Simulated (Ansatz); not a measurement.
# SiNH5 (SMILES [SiH3]N): r2SCAN/def2-TZVP

Aim: the electronic atomisation energy of SiNH5 at r2SCAN/def2-TZVP, from 4 runs. 

The results are computed with Ansatz 0.2.0.

55 further runs of the same task are left out: 55 set aside as unsound or not needed.

### Step 1. The molecule

SiNH5: 7 atoms, total charge 0, spin state singlet. As SMILES, `[SiH3]N`. Geometry: relaxed at PBE0-D4/def2-TZVP.

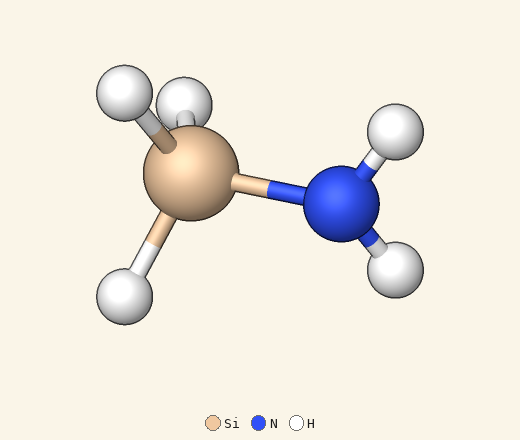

The structure, seen from a chosen angle (silicon light orange, nitrogen blue, hydrogen white).

### Step 2. The energy at r2SCAN/def2-TZVP

File run.yaml:

```yaml
crystal:
  periodic: [false, false, false]
  atoms:
    - {symbol: Si, position_ang: [-0.413010, -0.292700, -0.422350]}
    - {symbol: N, position_ang: [0.611760, 0.348670, 0.801280]}
    - {symbol: H, position_ang: [-0.018320, -1.706330, -0.653330]}
    - {symbol: H, position_ang: [-1.813170, -0.217090, 0.068940]}
    - {symbol: H, position_ang: [-0.367930, 0.402730, -1.743970]}
    - {symbol: H, position_ang: [0.391580, 1.238230, 1.219480]}
    - {symbol: H, position_ang: [1.609100, 0.226510, 0.729930]}
basis:
  gaussian: {orbitals: def2-TZVP}
hamiltonian: {xc: r2scan}
accuracy: high
output: {orbitals: {seedname: orbitals}}
```

Command:

```bash
$ ansatz run run.yaml --threads 1 --pin off --max-ram 3480MiB --events-out events.jsonl --progress --plain --runs-dir runs
```

Log:

```text
Warning: RAYON_NUM_THREADS=1 ignored (pool sized by the plan → 1); use --threads N
Functional definition: r2SCAN
  name "r2SCAN"
  parameter k0 = 0.174
  parameter k1 = 0.065
  parameter a1 = 4.9479
  exchange = r2scan_x(k0 = k0, k1 = k1, a1 = a1)
  correlation = r2scan_c
1820 factors; integrals over basis functions are off by at most 3.8e-9 eV
mean field evaluation 1: about -9441.4623 eV, gradient 6.3e1 eV
mean field evaluation 2: about -9424.4987 eV, gradient 9.9e1 eV
mean field evaluation 4: about -9448.7823 eV, gradient 2.3e0 eV
mean field evaluation 8: about -9448.7934 eV, gradient 1.2e-1 eV
mean field evaluation 16: about -9448.7935 eV, gradient 4.6e-6 eV
mean field -9448.79345450 eV, -347.2367548307 hartree, gradient 3.8e-8 eV, S^2 0.000000; 0 other end points of the search recorded, 0 dependent functions left out
reference -9448.79345535 eV, -347.2367548617 hartree; 13, 13 occupied and 85, 85 virtual orbitals, 1820 factors
Total energy: -9448.79345535 eV, -347.2367548617 hartree
```

It took 7.5 s on 1 thread of Arm Neoverse V2, shared host; peak memory 0.25 GiB.

### Step 3. The H atom at the same level

File molecule.yaml:

```yaml
crystal:
  periodic: [false, false, false]
  atoms:
    - {symbol: H, position_ang: [0.000000, 0.000000, 0.000000]}
basis:
  gaussian:
    orbitals: def2-TZVP
total_charge: 0
magnetization:
  spin_polarized: true
  initial_magnetization: 1
hamiltonian:
  xc: {name: r2SCAN}
accuracy: high
```

Run the same way, it converges to -0.49993 Eh (log not shown).

### Step 4. The N atom, same level

File input.yaml:

```yaml
crystal:
  periodic: [false, false, false]
  atoms:
    - {symbol: "N", position_ang: [0.000000, 0.000000, 0.000000]}
basis:
  gaussian:
    orbitals: def2-TZVP
magnetization:
  spin_polarized: true
  initial_magnetization: 3
hamiltonian:
  xc: r2scan
accuracy: high
```

Run the same way, it converges to -54.58101 Eh (log not shown).

### Step 5. The Si atom at the same level

File job.yaml:

```yaml
crystal:
  periodic: [false, false, false]
  atoms:
    - symbol: Si
      position_ang: [0.000000, 0.000000, 0.000000]
basis:
  gaussian: {orbitals: def2-TZVP}
magnetization: {spin_polarized: true, initial_magnetization: 2}
hamiltonian: {xc: r2scan}
accuracy: high
```

Command:

```bash
$ ansatz run job.yaml --threads 1 --pin off --max-ram 3480MiB --events-out events.jsonl --progress --plain --runs-dir runs
```

Log, shortened:

```text
Warning: RAYON_NUM_THREADS=1 ignored (pool sized by the plan → 1); use --threads N
[... 7 set-up lines as earlier in the session ...]
365 factors; integrals over basis functions are off by at most 3.6e-9 eV
mean field evaluation 1: about -7873.2658 eV, gradient 3.3e0 eV
mean field evaluation 2: about -7873.3702 eV, gradient 1.5e0 eV
mean field evaluation 4: about -7873.3740 eV, gradient 4.8e-1 eV
mean field evaluation 8: about -7873.3753 eV, gradient 1.6e-3 eV
mean field evaluation 16: about -7873.3753 eV, gradient 5.3e-8 eV
mean field evaluation 32: about -7873.3753 eV, gradient 9.2e-9 eV
mean field evaluation 64: about -7873.3753 eV, gradient 6.3e-6 eV
mean field evaluation 96: about -7873.2353 eV, gradient 3.6e0 eV
mean field -7873.37528950 eV, -289.3412051237 hartree, gradient 3.9e-8 eV, S^2 2.009727; 10 other end points of the search recorded, 0 dependent functions left out
reference -7873.37529213 eV, -289.3412052203 hartree; 8, 6 occupied and 29, 31 virtual orbitals, 365 factors
Total energy: -7873.37529213 eV, -289.3412052203 hartree
```

It took 9.9 s on 1 thread of Arm Neoverse V2, shared host; peak memory 0.12 GiB.

### Step 6. Summary of results

Level: r2SCAN/def2-TZVP.

| quantity | value |
| --- | --- |
| molecule: total energy | -347.23675 Eh |
| molecule: HOMO energy | -6.30 eV |
| molecule: LUMO energy | 0.09 eV |
| molecule: HOMO–LUMO gap | 6.40 eV |
| H atom: total energy | -0.49993 Eh |
| H atom: ⟨S²⟩ | 0.750 |
| N atom: total energy | -54.58101 Eh |
| N atom: ⟨S²⟩ | 3.755 |
| Si atom: total energy | -289.34121 Eh |
| Si atom: ⟨S²⟩ | 2.010 |
| electronic atomisation energy | 22.175 eV |

Taking the molecule apart into free atoms costs 22.17 eV (2140 kJ/mol), before zero-point energy and without spin-orbit coupling.
